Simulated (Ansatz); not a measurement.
Input

```
crystal:
  periodic: [false, false, false]
  atoms:
    - {symbol: Br, position_ang: [0.406746, -0.605484, 3.700405]}
    - {symbol: F, position_ang: [-1.891154, -1.258071, 1.678205]}
    - {symbol: Si, position_ang: [-0.826516, -0.057847, 1.938207]}
    - {symbol: Si, position_ang: [0.644498, 0.239100, 0.170189]}
    - {symbol: H, position_ang: [-1.616647, 1.154444, 2.275747]}
    - {symbol: H, position_ang: [1.655549, -0.851053, 0.046041]}
    - {symbol: H, position_ang: [0.015136, 0.575948, -1.142432]}
basis:
  gaussian:
    orbitals: def2-TZVPD
magnetization:
  spin_polarized: true
  initial_magnetization: 1
hamiltonian:
  xc: {name: PBE0}
output: {forces: true, orbitals: {seedname: orbitals}}
```

Command:

```sh
ansatz run input.yaml --threads 2 --pin off --max-ram 4350MiB --events-out events.jsonl --progress --plain --runs-dir runs
```

Geometry: PBE0-D3(BJ)/def2-SVP.

All numbers below come from isolated molecule in a Gaussian basis; Kohn-Sham density functional theory, functional PBE0 (Ansatz 0.2.0).

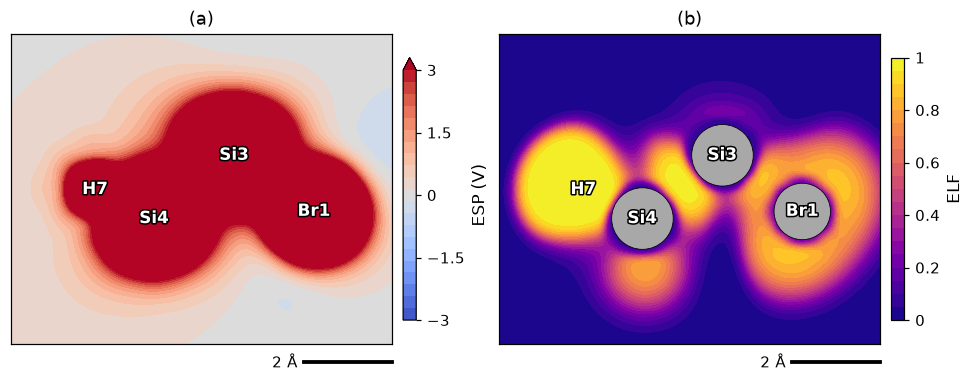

BrFH3Si2 (doublet). (a) molecular electrostatic potential; (b) electron localisation function on the plane of atoms Si3, Si4 and H7. Grey discs cover the atomic cores in the ELF map.

Q: Read the bonding off the picture.

A:
- The section cuts through Br, Si and H sites.
- Si–Br (2.22 Å): the ELF peaks at about 0.85 between the atoms: a shared but strongly polarised pair.
- Si–Si (2.32 Å): the ELF peaks at about 1 between the atoms; a shared electron pair.
- Si–H (1.49 Å): the ELF climbs to about 1 towards the hydrogen, as it does in any bond to H.
- The ELF also peaks beside Br1, away from the bonds: non-bonding electrons, paired or unpaired.
- The potential has no marked negative region in this plane.
